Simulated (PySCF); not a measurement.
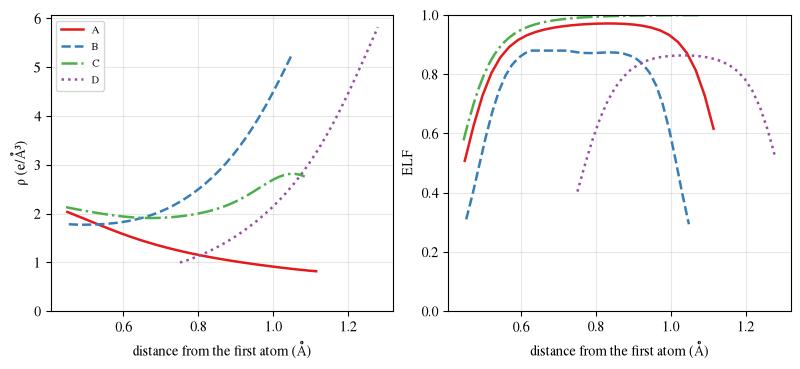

C₄H₁₂O₂Si (SMILES CO[Si](C)(C)OC). Total electron density and electron localisation function along straight lines between neighbouring atoms. The curves leave out the atomic cores.

Geometry: GFN2-xTB.

The calculation used WP04/pcSseg-1, SCF density, in a chloroform solvent model, non-relativistic (PySCF 2.14.0).

The calculation's input:

```
{"job": {"xc": "WP04", "basis": "pcSseg-1", "solvent": "chloroform", "kind": "nmr", "pop": true}, "charge": 0, "multiplicity": 1}
C     -2.174395    -1.554479     0.286271
O     -1.643012    -0.278564     0.510035
Si    -0.194652     0.299017     0.057120
C     -0.004094     0.470792    -1.836690
C     -0.089697     1.986880     0.915042
O      0.892916    -0.788707     0.625081
C      2.288001    -0.748531     0.549743
H     -3.080200    -1.647052     0.886304
H     -1.462460    -2.327355     0.578994
H     -2.425693    -1.685175    -0.769079
H      0.915265     0.982630    -2.106918
H      0.013006    -0.503470    -2.320313
H     -0.824947     1.034654    -2.268832
H      0.838286     2.492029     0.665300
H     -0.129262     1.880592     1.994398
H     -0.905677     2.636236     0.620014
H      2.680116     0.125046     1.075682
H      2.622604    -0.711468    -0.489665
H      2.674093    -1.653823     1.020051
```

Command:

```sh
OMP_NUM_THREADS=1 python ens_run.py task.json out
```

### Which curve belongs to which contact (C–H, C–O, C–Si and Si–O)? The first atom named is at distance zero.

Curve A: C–Si (1.90 Å): the density is about 0.96 e/Å³ at the midpoint; the ELF peaks at about 1 between the atoms: a covalent bond. Curve B: C–O (1.40 Å): the density is about 2 e/Å³ at the midpoint, with its minimum of 1.8 e/Å³ about 0.5 Å from C; the ELF peaks at about 0.90 between the atoms: a polar covalent bond. Curve C: C–H (1.08 Å): ρ is about 2 e/Å³ halfway; the ELF climbs to about 1 towards the hydrogen, as it does in any bond to H: an ordinary covalent bond to hydrogen. Curve D: Si–O (1.62 Å): ρ at the midpoint is about 1.2 e/Å³; the ELF peaks at about 0.85 between the atoms, as expected for a polar covalent bond.
